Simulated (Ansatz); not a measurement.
# Gap against volume in random fluorite-type alloy of CaF2 and CdF2 (96 atoms)

The cell holds 96 atoms: 24 Cd, 64 F and 8 Ca. Its edges and angles: a = 10.980 Å, b = 10.980 Å, c = 10.980 Å, α = 90.0°, β = 90.0°, γ = 90.0°. It derives from CaF2 (fluorite-type) and CdF2, repeated 2×2×2. The starting structure: Fluorite-type CaF2, 2 x 2 x 2 conventional cells, 24 of 32 Ca sites given to Cd at random (x = 0.750), lattice by Vegard's rule (a = 5.408 Å); every coordinate displaced by a Gaussian of 0.09 Å.

Calculated with Ansatz 0.2.0: Kohn-Sham DFT, PBE, PAW (set soft_2), plane waves; cutoff 420 eV, Γ point, fermi-dirac smearing of 0.025 eV. The relaxed cell was scaled evenly and the atoms were relaxed at each volume. The gap is that between the highest filled and the lowest empty Kohn-Sham level on the run's k-points.

| volume (Å³/atom) | gap (eV) |
| --- | --- |
| 12.410 | 3.905 |
| 12.962 | 3.74 |
| 13.376 | 3.615 |
| 13.789 | 3.494 |
| 14.203 | ? |
| 14.617 | 3.265 |

Task: Fit a straight line in ln V to the rows given and interpolate to the withheld row.

**Working.**

A volume deformation potential makes the spacing linear in u = ln(V/V0), with V0 = 13.789 Å³ the relaxed volume; v is the spacing.

```
u = ln(V/V0)  v (eV)
   -0.105361  3.9055
  -0.0618765    3.74
  -0.0304599  3.6151
           0  3.4942
   0.0582688  3.2653
```

With n = 5: mean u = -0.0278856, mean v = 3.60402, Σ(u − ū)² = 0.015365, Σ(u − ū)(v − v̄) = -0.060252. Slope b = -0.060252 / 0.015365 = -3.9215; intercept a = v̄ − b ū = 3.4947.

At the withheld volume u = 0.02956, and v = a + b u.

Prediction at 14.203: 3.379 eV. The run gave 3.378 eV, so the fit is high by 8.5e-4 eV (0.025 % of the value).

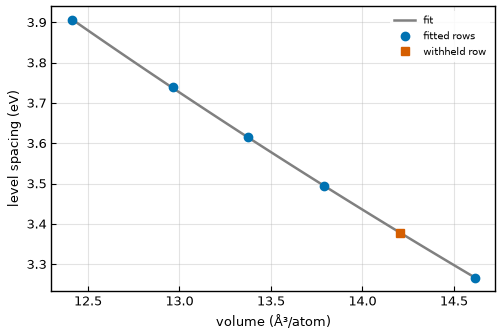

The fit, the rows that it rests on and the withheld row.

The slope, -3.92 eV, says that the spacing narrows on expansion. Among the rows given, the largest miss of the fit is at 12.962, by 0.0027 eV (0.42 % of the range of the table).

Limits: The table spans 16 % in volume, wide for a linear law. Semilocal functionals tend to put gaps under measured ones. Only the Γ point is sampled. The mesh needn't hold the band edges.

[Logs are printed without paths, hosts, clocks, repeated set-up lines and the standing remarks that a program may print on its own settings, such as how far it seeks lower states.]

[Hosts, paths, dates, database ids (printed as entryN), source tags and the programs' standing remarks are cut or masked in the printed files.]
